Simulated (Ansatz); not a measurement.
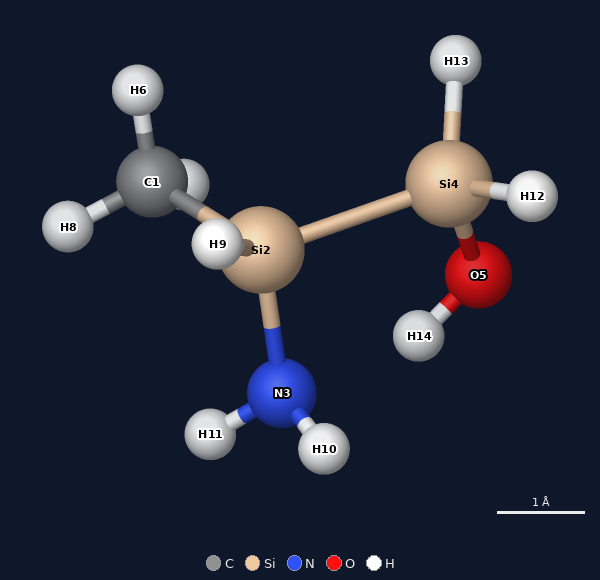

Figure 1. The starting structure (ball-and-stick view, seen on its broad side; atoms are numbered from 1 in the order of the input).

**CH₉NOSi₂: geometry relaxation (part 1 of 2)**

The run: geometry relaxation of CH₉NOSi₂. Method and program: RKS PBE0-D4/def2-TZVP (Ansatz 0.2.0).

The geometry: PBE-D4/def2-SVP start. Figures and captions count atoms from 1; the log counts them from 0 in places.

**What the program printed**
```
Functional definition: PBE0
  name "PBE0"
  cite "Adamo & Barone, J. Chem. Phys. 110, 6158 (1999) doi:10.1063/1.478522"
  cite "Perdew, Burke & Ernzerhof, Phys. Rev. Lett. 77, 3865 (1996) doi:10.1103/PhysRevLett.77.3865"
  parent pbe
  parameter a = 0.25
  parameter kappa = 0.804
  parameter beta = 0.06672455060314922
  exchange = (1 - a)*pbe_x(kappa = kappa, mu = beta*pi^2/3) + a*exact_x
  correlation = pbe_c(beta = beta)
1418 factors; their error is unknown
mean field evaluation 1: about -20455.3421 eV, gradient 8.4e1 eV
mean field evaluation 2: about -20435.2534 eV, gradient 1.3e2 eV
mean field evaluation 4: about -20468.4252 eV, gradient 7.7e0 eV
mean field evaluation 8: about -20468.5425 eV, gradient 1.5e-1 eV
mean field evaluation 16: about -20468.6085 eV, gradient 1.9e-4 eV
mean field -20468.60852526 eV, -752.2074891822 hartree, gradient 3.1e-5 eV, S^2 0.000000; 0 other end points of the search recorded, 0 dependent functions left out
the calculation of the forces begins
reference -20468.60856170 eV, -752.2074905212 hartree; 29, 29 occupied and 192, 192 virtual orbitals, 1418 factors
relax step   1: F+E_penalty+E_count = -20468.88446326 eV  Δ(F+E_penalty+E_count) = +0.000e0 eV  max|allowed force component| = 9.684e-1 eV/Å  Δτ_max = 0.0000 Å  (28 SCF iters, accepted)
these checks for a lower state are left out or cut short: starts, cluster_reference, orbital_swaps, neighbouring_geometries, increment
1418 factors; their error is unknown
mean field -20468.68002949 eV, -752.2101169140 hartree, gradient 2.2e-5 eV, S^2 0.000000; 0 other end points of the search recorded, 0 dependent functions left out
the calculation of the forces begins
reference -20468.68006581 eV, -752.2101182487 hartree; 29, 29 occupied and 192, 192 virtual orbitals, 1418 factors
relax step   2: F+E_penalty+E_count = -20468.95499690 eV  Δ(F+E_penalty+E_count) = -7.053e-2 eV  max|allowed force component| = 7.525e-1 eV/Å  Δτ_max = 0.0998 Å  (32 SCF iters, accepted)
these checks for a lower state are left out or cut short: starts, cluster_reference, orbital_swaps, neighbouring_geometries, increment
1418 factors; their error is unknown
mean field evaluation 32: about -20468.7004 eV, gradient 1.9e-5 eV
mean field -20468.70044162 eV, -752.2108670462 hartree, gradient 1.9e-5 eV, S^2 0.000000; 0 other end points of the search recorded, 0 dependent functions left out
the calculation of the forces begins
reference -20468.70047790 eV, -752.2108683792 hartree; 29, 29 occupied and 192, 192 virtual orbitals, 1418 factors
relax step   3: F+E_penalty+E_count = -20468.97576552 eV  Δ(F+E_penalty+E_count) = -2.077e-2 eV  max|allowed force component| = 2.159e-1 eV/Å  Δτ_max = 0.0538 Å  (31 SCF iters, accepted)
these checks for a lower state are left out or cut short: starts, cluster_reference, orbital_swaps, neighbouring_geometries, increment
1418 factors; their error is unknown
mean field -20468.70807226 eV, -752.2111474668 hartree, gradient 1.9e-5 eV, S^2 0.000000; 0 other end points of the search recorded, 0 dependent functions left out
the calculation of the forces begins
reference -20468.70810857 eV, -752.2111488012 hartree; 29, 29 occupied and 192, 192 virtual orbitals, 1418 factors
relax step   4: F+E_penalty+E_count = -20468.98217070 eV  Δ(F+E_penalty+E_count) = -6.405e-3 eV  max|allowed force component| = 1.095e-1 eV/Å  Δτ_max = 0.0685 Å  (30 SCF iters, accepted)
these checks for a lower state are left out or cut short: starts, cluster_reference, orbital_swaps, neighbouring_geometries, increment
1418 factors; their error is unknown
mean field -20468.71146247 eV, -752.2112720548 hartree, gradient 1.9e-5 eV, S^2 0.000000; 0 other end points of the search recorded, 0 dependent functions left out
the calculation of the forces begins
reference -20468.71149884 eV, -752.2112733914 hartree; 29, 29 occupied and 192, 192 virtual orbitals, 1418 factors
relax step   5: F+E_penalty+E_count = -20468.98473658 eV  Δ(F+E_penalty+E_count) = -2.566e-3 eV  max|allowed force component| = 1.793e-1 eV/Å  Δτ_max = 0.0637 Å  (30 SCF iters, accepted)
these checks for a lower state are left out or cut short: starts, cluster_reference, orbital_swaps, neighbouring_geometries, increment
1418 factors; their error is unknown
mean field -20468.71207247 eV, -752.2112944719 hartree, gradient 1.9e-5 eV, S^2 0.000000; 0 other end points of the search recorded, 0 dependent functions left out
the calculation of the forces begins
reference -20468.71210888 eV, -752.2112958100 hartree; 29, 29 occupied and 192, 192 virtual orbitals, 1418 factors
relax step   6: F+E_penalty+E_count = -20468.98538811 eV  Δ(F+E_penalty+E_count) = -6.515e-4 eV  max|allowed force component| = 1.808e-1 eV/Å  Δτ_max = 0.0722 Å  (30 SCF iters, accepted)
these checks for a lower state are left out or cut short: starts, cluster_reference, orbital_swaps, neighbouring_geometries, increment
1418 factors; their error is unknown
mean field -20468.71312042 eV, -752.2113329834 hartree, gradient 1.8e-5 eV, S^2 0.000000; 0 other end points of the search recorded, 0 dependent functions left out
the calculation of the forces begins
reference -20468.71315685 eV, -752.2113343220 hartree; 29, 29 occupied and 192, 192 virtual orbitals, 1418 factors
relax step   7: F+E_penalty+E_count = -20468.98651526 eV  Δ(F+E_penalty+E_count) = -1.127e-3 eV  max|allowed force component| = 3.232e-2 eV/Å  Δτ_max = 0.0269 Å  (31 SCF iters, accepted)
these checks for a lower state are left out or cut short: starts, cluster_reference, orbital_swaps, neighbouring_geometries, increment
1418 factors; their error is unknown
mean field evaluation 64: about -20468.7133 eV, gradient 1.1e-4 eV
mean field -20468.71333873 eV, -752.2113410060 hartree, gradient 1.8e-5 eV, S^2 0.000000; 0 other end points of the search recorded, 0 dependent functions left out
the calculation of the forces begins
reference -20468.71337515 eV, -752.2113423444 hartree; 29, 29 occupied and 192, 192 virtual orbitals, 1418 factors
relax step   8: F+E_penalty+E_count = -20468.98668106 eV  Δ(F+E_penalty+E_count) = -1.658e-4 eV  max|allowed force component| = 1.521e-2 eV/Å  Δτ_max = 0.0119 Å  (32 SCF iters, accepted)
these checks for a lower state are left out or cut short: starts, cluster_reference, orbital_swaps, neighbouring_geometries, increment
1418 factors; their error is unknown
mean field -20468.71337787 eV, -752.2113424444 hartree, gradient 1.7e-5 eV, S^2 0.000000; 0 other end points of the search recorded, 0 dependent functions left out
the calculation of the forces begins
reference -20468.71341428 eV, -752.2113437827 hartree; 29, 29 occupied and 192, 192 virtual orbitals, 1418 factors
relax step   9: F+E_penalty+E_count = -20468.98671543 eV  Δ(F+E_penalty+E_count) = -3.437e-5 eV  max|allowed force component| = 5.060e-3 eV/Å  Δτ_max = 0.0033 Å  (24 SCF iters, accepted)
these checks for a lower state are left out or cut short: starts, cluster_reference, orbital_swaps, neighbouring_geometries, increment
1418 factors; their error is unknown
mean field -20468.71341022 eV, -752.2113436333 hartree, gradient 1.2e-5 eV, S^2 0.000000; 0 other end points of the search recorded, 0 dependent functions left out
the calculation of the forces begins
reference -20468.71344663 eV, -752.2113449715 hartree; 29, 29 occupied and 192, 192 virtual orbitals, 1418 factors
relax step  10: F+E_penalty+E_count = -20468.98672125 eV  Δ(F+E_penalty+E_count) = -5.817e-6 eV  max|allowed force component| = 5.047e-3 eV/Å  Δτ_max = 0.0027 Å  (24 SCF iters, accepted)
these checks for a lower state are left out or cut short: starts, cluster_reference, orbital_swaps, neighbouring_geometries, increment
1418 factors; their error is unknown
mean field -20468.71341888 eV, -752.2113439517 hartree, gradient 8.6e-6 eV, S^2 0.000000; 0 other end points of the search recorded, 0 dependent functions left out
the calculation of the forces begins
reference -20468.71345530 eV, -752.2113452899 hartree; 29, 29 occupied and 192, 192 virtual orbitals, 1418 factors
relax step  11: F+E_penalty+E_count = -20468.98672279 eV  Δ(F+E_penalty+E_count) = -1.542e-6 eV  max|allowed force component| = 2.626e-3 eV/Å  Δτ_max = 0.0017 Å  (23 SCF iters, accepted)
1418 factors; their error is unknown
mean field evaluation 96: about -20468.6466 eV, gradient 1.6e-2 eV
```

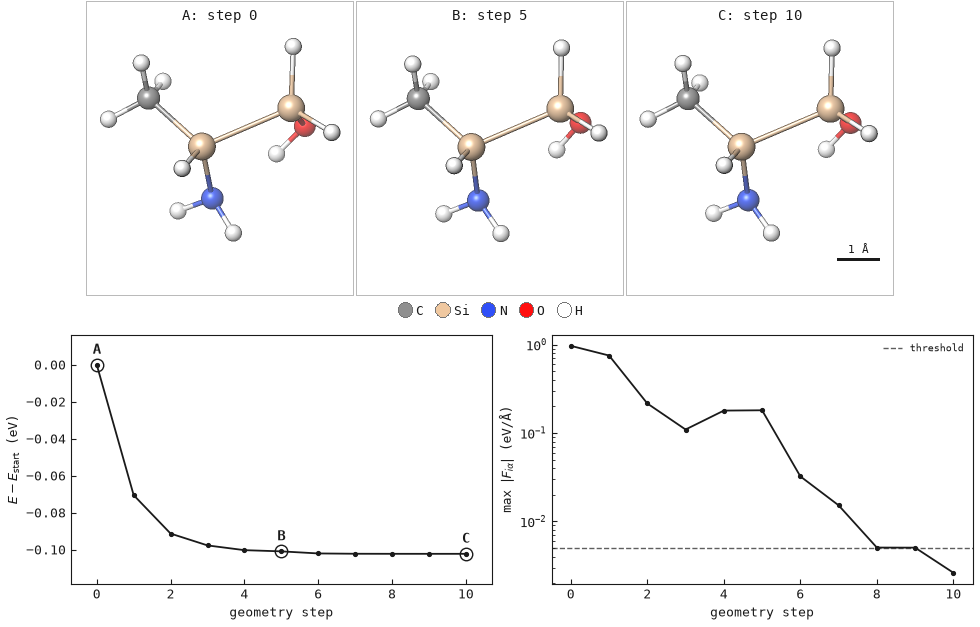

Figure 2. Frames of the relaxation (ball-and-stick view, seen at a tilt) above the curves, on which the letters mark them (the first geometry is step 0 here and step 1 in the log).

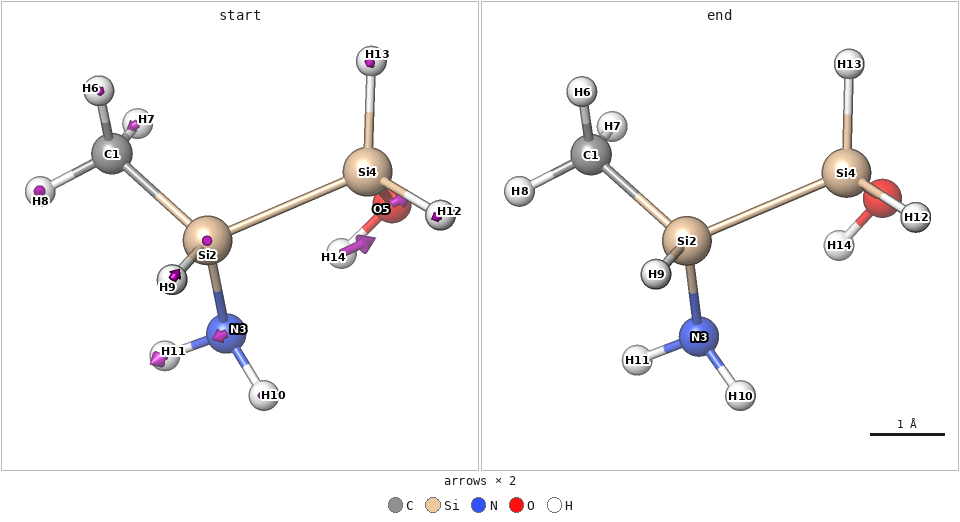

Figure 3. Before (left) and after (right) the relaxation, at one scale (ball-and-stick view, seen at a tilt). The pink arrows give the displacements, magnified 2 times. Over 10 geometry steps the energy falls by 0.102 eV. The largest force component goes from 0.97 to 0.0026 eV/Å. The largest move after the best rigid fit is that of H14, 0.29 Å. By element the largest moves are H 0.29 Å, O 0.16 Å, N 0.11 Å, Si 0.05 Å, C 0.02 Å. Among the contacts that change: Si2–N3 1.789 → 1.748 Å, Si4–O5 1.691 → 1.658 Å, O5–H14 0.993 → 0.965 Å, Si4–H12 1.512 → 1.493 Å. Among the angles that change: Si4–O5–H14 106.1° → 111.5°, Si2–Si4–O5 97.5° → 102.8°, Si4–Si2–H9 118.4° → 114.1°. (Atoms are counted from 1 in the order of the input.)

```
mean field -20468.71341888 eV, -752.2113439517 hartree, gradient 1.1e-5 eV, S^2 0.000000; 1 other end points of the search recorded, 0 dependent functions left out
the calculation of the forces begins
reference -20468.71345530 eV, -752.2113452899 hartree; 29, 29 occupied and 192, 192 virtual orbitals, 1418 factors
Total energy: -20468.98675921 eV, -752.2213890233 hartree
Atom 0 at    -1.404806    -0.304305     1.299631 Å, force     0.000401    -0.000033     0.000484 eV/Å
Atom 1 at     0.314366     0.124179     0.701995 Å, force    -0.000828     0.000833    -0.001132 eV/Å
Atom 2 at     1.036091    -1.358477     0.123462 Å, force     0.000332    -0.002626     0.001045 eV/Å
Atom 3 at     0.283632     1.384928    -1.281401 Å, force    -0.000021    -0.000111    -0.000390 eV/Å
Atom 4 at     0.166514     0.220444    -2.455975 Å, force    -0.000459     0.000515     0.000057 eV/Å
Atom 5 at    -1.921962     0.593295     1.646658 Å, force     0.000223    -0.000325    -0.000153 eV/Å
Atom 6 at    -1.998229    -0.747959     0.496950 Å, force     0.000320     0.000334     0.000150 eV/Å
Atom 7 at    -1.367954    -1.010910     2.133444 Å, force    -0.000087     0.000077    -0.000021 eV/Å
Atom 8 at     1.064297     0.770125     1.824827 Å, force    -0.000299    -0.000567     0.000300 eV/Å
Atom 9 at     2.017191    -1.348249    -0.116214 Å, force     0.000099     0.001281    -0.000035 eV/Å
Atom 10 at     0.826655    -2.209480     0.625585 Å, force    -0.000199     0.000618    -0.000450 eV/Å
Atom 11 at     1.513589     2.207234    -1.478398 Å, force     0.000117    -0.000036    -0.000098 eV/Å
Atom 12 at    -0.878325     2.309825    -1.392456 Å, force     0.000220     0.000038    -0.000132 eV/Å
Atom 13 at     0.336043    -0.659851    -2.099310 Å, force     0.000180     0.000001     0.000375 eV/Å
Dipole moment:     0.099773    -0.386187     0.460625 e Å
```

**Trajectory as extended XYZ (Å, eV, eV/Å), 11 frames, from step=1 to step=11**
```
14
Properties=species:S:1:pos:R:3:forces:R:3 step=1 energy=-20468.88446
C    -1.4088   -0.2900    1.2905   -0.1817  -0.0369   0.0768
Si    0.3320    0.1704    0.7200   -0.0007  -0.4355  -0.0380
N     1.0253   -1.3213    0.0173    0.2790  -0.0817   0.5344
Si    0.2782    1.4062   -1.2921   -0.0649  -0.4369  -0.4424
O     0.1603    0.0943   -2.3523    0.2656   0.2544   0.9684
H    -1.9375    0.5988    1.6897    0.2508  -0.4160  -0.1907
H    -1.9983   -0.6859    0.4387    0.2769   0.1877   0.4101
H    -1.3862   -1.0588    2.0906   -0.0030   0.3668  -0.3812
H     1.1173    0.7278    1.8877   -0.1449  -0.1275  -0.2711
H     2.0383   -1.3176   -0.1490   -0.6171   0.0026   0.1109
H     0.7829   -2.2019    0.4860    0.1441   0.5667  -0.2806
H     1.5104    2.2467   -1.5390   -0.2739  -0.2153  -0.0027
H    -0.9159    2.3135   -1.4398    0.2526  -0.2140  -0.0014
H     0.3893   -0.7116   -1.8195   -0.1827   0.5855  -0.4927
```
